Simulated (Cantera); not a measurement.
Input: 1 mol Si, 4 mol F2, 0.54 mol N2, at 0.830 bar.

Method: chemical equilibrium by Gibbs-energy minimisation in Cantera with the NASA 1993 tables (ideal gas, pure condensed phases). Candidate condensed phases: Si, Si3N4; 16 gas species. Kinetics and transport are ignored.

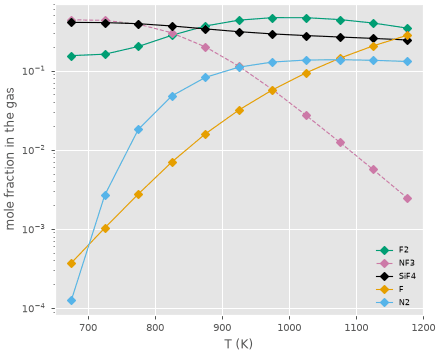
Equilibrium gas composition (values under 1e-9 drawn at 1e-9)

Q: Read off the mole fractions at 1075 K.

A: F2 about 0.44, SiF4 about 0.27, F about 0.14, N2 about 0.14, NF3 about 0.012.
